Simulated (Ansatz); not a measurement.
**CH₉NOSi₂ (SMILES NCO[SiH2][SiH3]): density, localisation and related maps**

Input

```
crystal:
  periodic: [false, false, false]
  atoms:
    - { symbol: "N", position_ang: [-1.1808, 2.2717, 0.9556] }
    - { symbol: C, position_ang: [-0.1284, 1.4268, 0.6489] }
    - { symbol: O, position_ang: [-0.4756, 0.7381, -0.55] }
    - { symbol: Si, position_ang: [0.7193, -0.3799, -1.1131] }
    - { symbol: Si, position_ang: [2.83855, 0.41533, -0.53171] }
    - { symbol: H, position_ang: [-1.3551, 2.9255, 0.1232] }
    - { symbol: H, position_ang: [-2.0441, 1.7455, 0.9745] }
    - { symbol: H, position_ang: [0.049, 0.7561, 1.484] }
    - { symbol: H, position_ang: [0.7929, 2.0406, 0.5677] }
    - { symbol: H, position_ang: [0.59425, -0.56334, -2.51807] }
    - { symbol: H, position_ang: [0.46636, -1.61585, -0.34914] }
    - { symbol: H, position_ang: [3.87553, -0.52518, -1.00905] }
    - { symbol: H, position_ang: [3.03573, 1.73663, -1.19031] }
    - { symbol: H, position_ang: [2.97698, 0.68045, 0.94002] }
basis:
  gaussian: { orbitals: def2-SVP }
hamiltonian:
  xc: pbe
  dispersion: d4
relax:
  f_tol: 0.015
  max_steps: 40
output:
  orbitals: {}
```

Run with:

```sh
ansatz run input.yaml --threads 2 --pin off --max-ram 3072MiB --backend cpu --events-out ev --progress --plain --runs-dir out
```

The fields are those of the relaxed geometry.

Level of theory: RKS PBE-D4/def2-SVP in Ansatz 0.2.0.

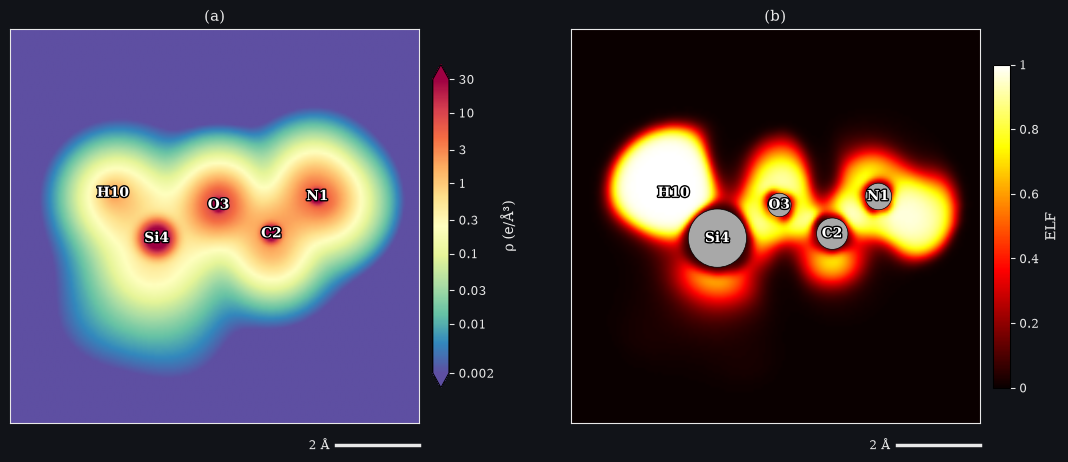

Figure 1. (a) electron density; (b) ELF on the plane of atoms N1, C2 and O3. Grey discs cover the atomic cores in the ELF map.

### Read the bonding off the picture.

The plane passes through N, C, O, Si and H nuclei.
C–N (1.42 Å): ρ at the midpoint is about 2.1 e/Å³; the ELF peaks at about 0.95 between the atoms: a shared electron pair.
C–O (1.44 Å): ρ at the midpoint is about 1.9 e/Å³, with its minimum of 1.6 e/Å³ about 0.5 Å from C; the ELF peaks at about 0.90 between the atoms, as expected for a polar covalent bond.
Si–O (1.69 Å): ρ at the midpoint is about 1 e/Å³; the ELF peaks at about 0.85 between the atoms (a polar covalent bond).
Si–H (1.50 Å): the density is about 0.75 e/Å³ at the midpoint; the ELF climbs to about 1 towards the hydrogen, as it does in any bond to H.
The ELF also peaks beside N1 and O3, away from the bonds: lone-pair regions.

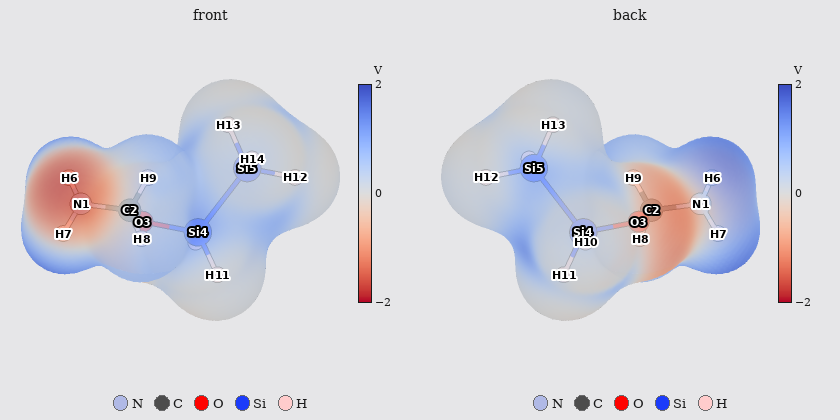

Figure 2. The electrostatic potential painted on the density surface at 0.002 e/bohr³, seen from the front and from behind; the colour scale runs from red (negative) to blue (positive).

### Where is the surface potential most negative and most positive?

The most negative region (about −1.5 V) lies over N1, the most positive (about +1.4 V) over H6 and H7. N1 is the likeliest acceptor of a hydrogen bond.

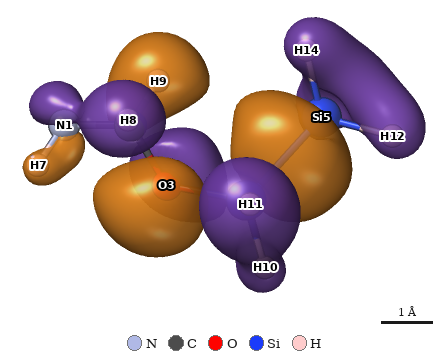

Figure 3. The HOMO−1 at ±0.06 Å⁻³ᐟ² (orange and purple are the two phases), seen at an oblique angle.

### What is the character of this orbital?

Its weight (Hirshfeld) is mainly on O3 (about 45 %), Si5 (about 15 %), Si4 (about 15 %), C2 (about 5 %) and H11 (about 5 %). Its energy is −6.19 eV.
